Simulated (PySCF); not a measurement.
C₃H₂FNO, SMILES `N#CC(F)C=O`.

Computed with PySCF, BHandHLYP/def2-SVPD, geometry: GFN2-xTB. No frequency check shows the geometry to be a minimum.

The calculation's input:

```python
import numpy as np
from pyscf import gto, scf, dft, tdscf
from pyscf.scf import atom_ks, atom_hf
from scipy.linalg import block_diag

def solve(mol, dm0=None, hcore=None):
    mf = (dft.UKS if mol.spin else dft.RKS)(mol, xc='bhandhlyp')
    mf.grids.level = 3
    mf = mf.density_fit(auxbasis='def2-universal-jkfit')
    mf.conv_tol, mf.max_cycle = 1e-8, 80
    if hcore is not None:
        mf.get_hcore = lambda *args: hcore
    mf.kernel(dm0)
    if not mf.converged:
        mf = mf.newton().run(mf.mo_coeff, mf.mo_occ, max_cycle=30)
    assert mf.converged, 'SCF not converged'
    return mf

mol = gto.M(atom='''
N      1.97295     1.18772     0.17480
C      1.12871     0.46310    -0.07565
C      0.04597    -0.46239    -0.37387
F      0.33875    -1.71426     0.10722
C     -1.23954     0.04931     0.27995
O     -1.85929     0.98820    -0.10851
H     -0.07477    -0.53937    -1.46469
H     -1.52120    -0.55193     1.16166
''', basis='def2-svpd', charge=0, spin=0, verbose=4)
mf = solve(mol)
td = mf.TDA()
td.nstates, td.singlet, td.conv_tol = 5, True, 1e-5
td.kernel()
td.analyze()
x, y = np.array([p[0] for p in td.xy]), np.array([p[1] + 0 * p[0] for p in td.xy])
f, mu = td.oscillator_strength(), td.transition_dipole()
nto = [td.get_nto(state=i + 1, verbose=4) for i in range(len(td.e))]
# spherically averaged free atoms, for the promolecule
atm = atom_ks.get_atm_nrks(mol, xc='bhandhlyp')
pro = block_diag(*[(atm[a[0]][2] * atm[a[0]][3]) @ atm[a[0]][2].T for a in mol._atom])
np.savez('result.npz', e=td.e, f=f, ok=td.converged, w=[n[0] for n in nto], nto=[n[1] for n in nto], x=x, y=y, c=mf.mo_coeff, occ=mf.mo_occ, eps=mf.mo_energy, pro=pro, mu=mu)
```

Command:

```sh
OMP_NUM_THREADS=1 python input.py
```

The run took 96 s on 1 thread of AMD EPYC 9R14 (Zen 4), with other jobs on the host, peak memory 0.7 GiB.

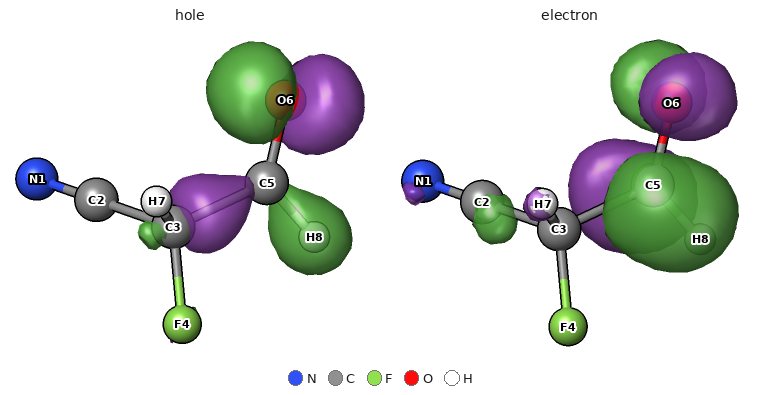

Leading natural transition orbital pair of S₁ (TDA singlet states); the surfaces enclose about 78 % of each orbital's density.

Question: Where does the state lie, and where do hole and electron sit?

Answer: 4.46 eV (278 nm), f = 0.000 (very weak); the leading pair carries 100 %; hole on O6 (63 %), C5 (14 %) and C3 (9 %), electron on C5 (46 %), O6 (34 %) and C3 (7 %); their centroids lie 0.4 Å apart. In canonical orbitals it is mainly HOMO → LUMO (90 %). The HOMO–LUMO gap is 9.36 eV.
